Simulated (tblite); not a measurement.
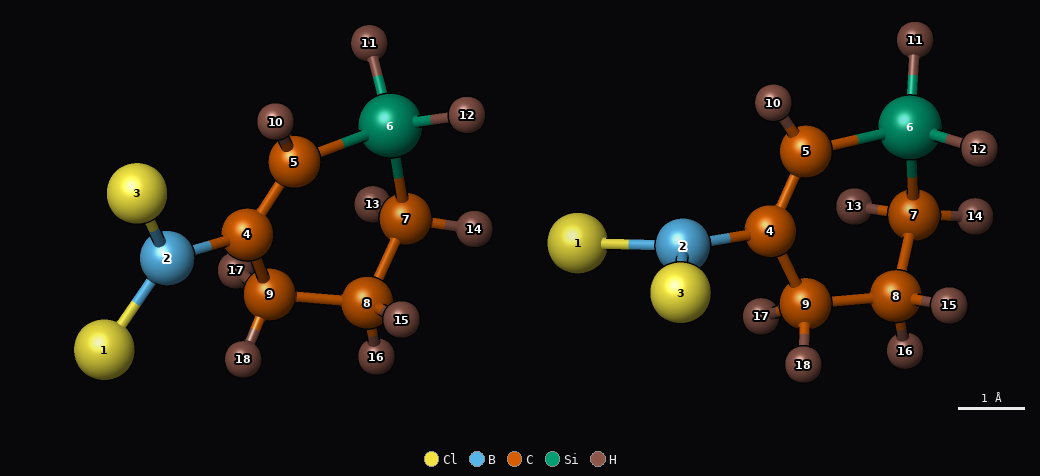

Two geometries of C$_{5}$H$_{9}$BCl$_{2}$Si, drawn at one scale. One is the start of a relaxation, the other its converged end. The picture is a ball-and-stick view, seen at a tilt.

Level of theory: tblite, GFN2-xTB geometry optimisation, gas phase. 

Question: Which geometry has the lower energy?

Answer: The left one is the relaxed one. The energy falls by 0.952 eV in 140 geometry steps. The atom that moves furthest after the best rigid fit is Cl1 (1.95 Å). Largest moves by element: Cl 1.95 Å, H 0.99 Å, C 0.45 Å, B 0.25 Å, Si 0.04 Å. Some distances before and after: Cl1–B2 1.872 → 1.726 Å, B2–Cl3 1.836 → 1.725 Å, C4–C9 1.461 → 1.513 Å, C8–C9 1.478 → 1.528 Å. Among the angles between lasting bonds that change: Si6–C7–C8 100.9° → 109.5°, H13–C7–H14 114.4° → 106.5°, C7–C8–H16 102.2° → 109.7°. Groups turn about B2–C4 by about 85°, Si6–C7 by about 35°, C5–Si6 by about 30°.
